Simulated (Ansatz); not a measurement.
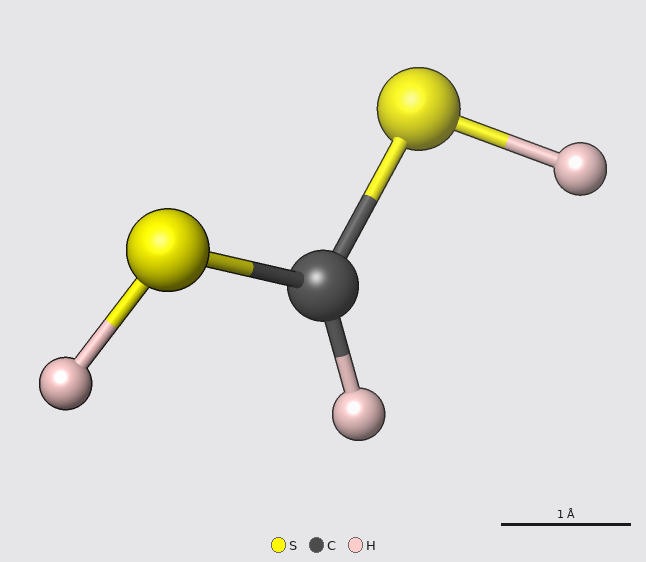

The picture shows a molecular structure as a ball-and-stick model. Every bond is drawn as one stick, whatever its order.

The species is neutral and a spin doublet.

What does the picture show?

The molecule is CH₃S₂. It is an open-shell species. Coordination: 2 S bent; 1 C trigonal planar.

The parts below concern this one geometry. Atoms keep their numbers from picture to picture. The geometry was computed by an optimisation with PBE0-D4/def2-TZVP. No frequency run is at hand to confirm it as a minimum.

## Charges

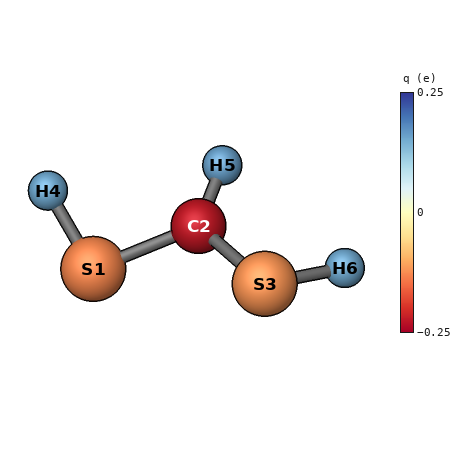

Atoms are coloured by their Mulliken charges. No frequency run is at hand to confirm it as a minimum. Properties computed with UKS PBE0-D4/def2-TZVP (Ansatz 0.2.0).

**Which atom carries the highest charge (most positive or least negative)?**

H5 (0.16 e).

**And the lowest?**

C2 (−0.22 e).

List the Mulliken charges.

| atom | value (e) |
| --- | --- |
| S1 | −0.13 |
| C2 | −0.22 |
| S3 | −0.12 |
| H4 | 0.15 |
| H5 | 0.16 |
| H6 | 0.15 |

## Electronic properties

No frequency run is at hand to confirm it as a minimum. Method: UHF-CCSD(T), frozen core/def2-TZVPP (Ansatz 0.2.0).

**Give the ⟨S²⟩ of the determinant at this level.**

0.775.

**Estimate the T1 diagnostic.**

0.019.

## Dipole moment

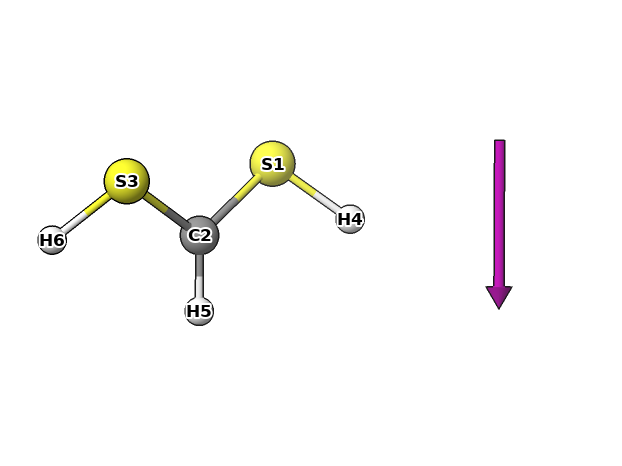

The arrow beside the molecule shows the direction of the dipole moment, from the negative to the positive end (its length means nothing). No frequency run is at hand to confirm it as a minimum. Method: UKS PBE0-D4/def2-TZVP (Ansatz 0.2.0).

**How large is the dipole moment?**

1.73 D; it points from the side of S1, S3 to the side of H5 (the outermost atoms at the two ends).

Mulliken values depend strongly on the basis set and can even reverse the polarity of a bond.
